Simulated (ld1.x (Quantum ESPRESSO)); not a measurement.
# Run report: Ar, pseudopotential generation (part 2 of 2)

Continued. System: argon (Ar, Z = 18), core [Ne], reference valence 3s2 3p5.5 (an ion of charge +0.5), valence charge 8. Method: ultrasoft potential, PBEsol, scalar-relativistic, made with ld1.x (Quantum ESPRESSO) 7.5.

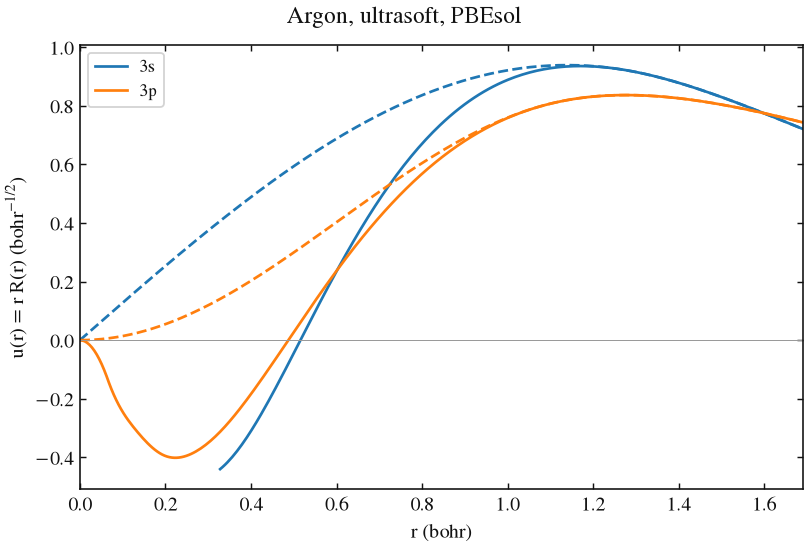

Figure 1. Pseudo-waves (dashed) against the all-electron radial functions (solid). The innermost oscillations of some all-electron curves aren't drawn. Reference configuration 3s2 3p5.5.

- Matching radii: 3s at 1.30 bohr; 3p at 1.10 bohr. The curves merge smoothly, so the plot gives these only roughly.
- Nodes of the pseudo-waves: 3s has no node; 3p has no node.

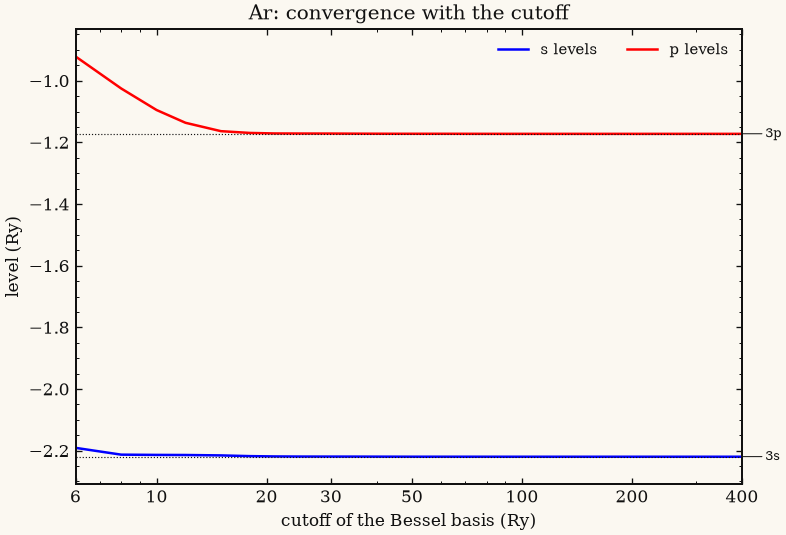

Figure 2. The pseudo-atom Hamiltonian at the reference potential is diagonalised in spherical Bessel functions (20 bohr box) up to the cutoff. Curves: the lowest levels of each channel that holds a bound state. Dotted lines: the all-electron valence levels.

- Ghost states: no ghost state below the valence levels in the s, p, d, f channels. The curves of the valence states settle on the dotted lines.
- All-electron valence levels: 3s: -2.22 Ry; 3p: -1.17 Ry.

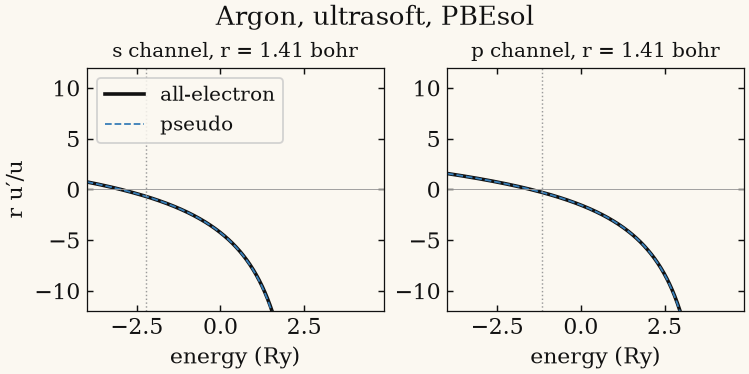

Figure 3. Logarithmic derivatives r u′/u at the test radius against energy, all-electron atom (solid) and pseudo-atom (dashed). Here u = r R(r). The dotted line marks the reference energy of the channel.

- Ghost states: the plot shows none: pseudo and all-electron curves have the same branches in all channels drawn. The separate test gives: no ghost state below the valence levels in the s, p, d, f channels.
- Zeros of the logarithmic derivative: s: all-electron -3.0 Ry, pseudo -3.0 Ry; p: all-electron -1.5 Ry, pseudo -1.5 Ry.

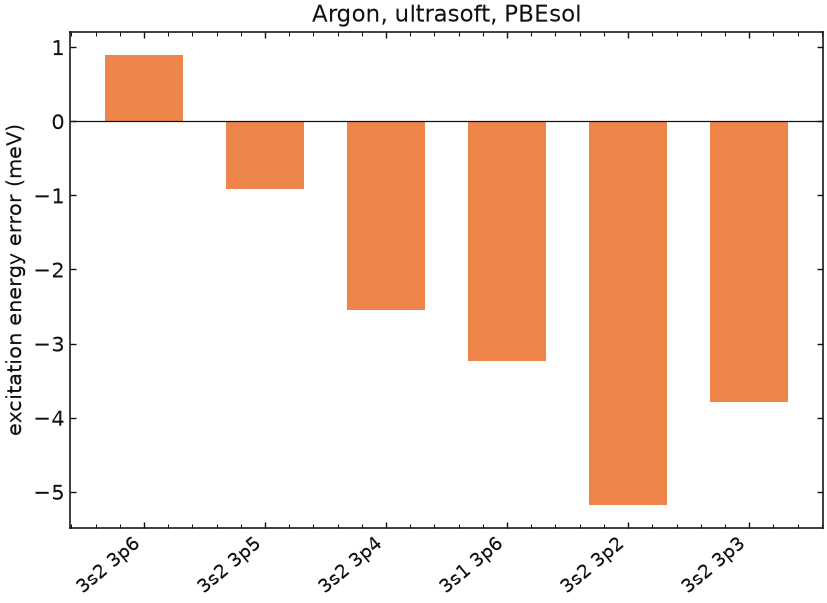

Figure 4. Errors, all-electron minus pseudo, of the energies of valence configurations relative to the unpolarised reference 3s2 3p5.5.

- Worst configuration: 3s2 3p2 (charge +4): the error is -5.2 meV on an all-electron energy of +138.19 eV relative to the reference, or 0.0038 %.
- Configurations within 10 meV and within 50 meV: 6 and 6 of 6.

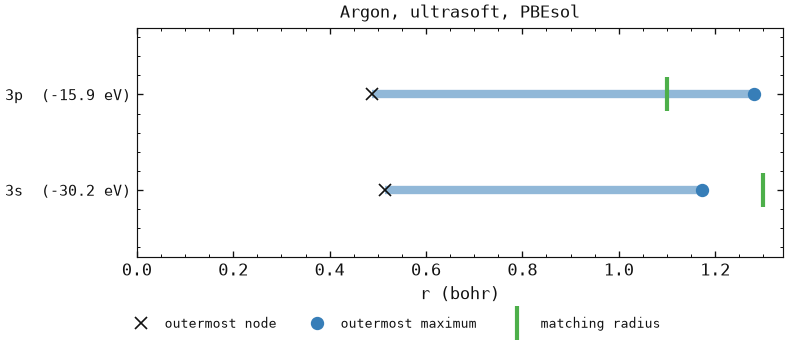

Figure 5. Outer shells of the all-electron reference atom: each bar runs from the outermost node (or the nucleus) to the outermost maximum of u(r); the tick is the radius chosen for the pseudo-wave. Shells without a tick have no pseudo-wave of their own. Levels, nodes and maxima are from ld1.x, scalar-relativistic.

- Radii against the shells: 3s: 1.30 bohr, outside the maximum; 3p: 1.10 bohr, between node and maximum.

## Key numbers

- outcome: generated
- cutoffs needed: 21 Ry and 80 Ry (the cutoffs, on a coarse ladder, from which the occupation-weighted sum of valence levels, in a spherical-Bessel basis at the reference potential, stays within 10 and 1 mRy of its value at 400 Ry); ghost states and empty shells don't enter this sum
- ghost test: no ghost state below the valence levels in the s, p, d, f channels (spherical-Bessel basis up to 400 Ry, 20 bohr box)
- largest excitation error: -5.2 meV (all-electron minus pseudo) for 3s2 3p2, out of 6 test configurations
- lowest eigenvalue of the overlap operator S in a Bessel basis (separate test): 0.42 (s channel)
- density cutoff estimated by the generator: 398 Ry
- range over which the phases arctan(r u′/u) at the test radius agree within 0.05 rad (a looser test near the poles than one of phase shifts): s: over the whole range computed; p: over the whole range computed
- wall time: 0.95 s
